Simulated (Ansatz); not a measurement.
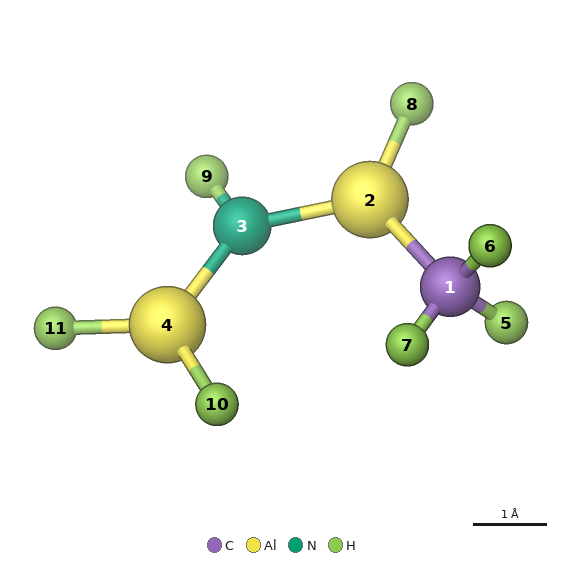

Orthographic view. Atoms fade into the background with distance from the viewer. The computed structure is the end point of a PBE-D4/def2-SVP optimisation. No frequency run is at hand to confirm it as a minimum.

Give the geometry as a Z-matrix, atoms in numerical order, with these reference atoms: 2 to 1; 3 to 2, 1; 4 to 3, 2, 1; 5 to 1, 2, 3; 6 to 1, 5, 2; 7 to 1, 6, 5; 8 to 2, 3, 4; 9 to 3, 4, 2; 10 to 4, 3, 9; 11 to 4, 10, 7.

```
C  
Al   1   1.961
N    2   1.816   1   120.4
Al   3   1.806   2   130.8   1     0.4
H    1   1.113   2   110.4   3   113.8
H    1   1.112   5   106.2   2  -120.6
H    1   1.109   6   108.1   5   115.3
H    2   1.603   3   116.6   4   179.9
H    3   1.029   4   114.8   2   179.5
H    4   1.598   3   117.9   9  -179.7
H    4   1.599  10   123.2   7  -178.5
```
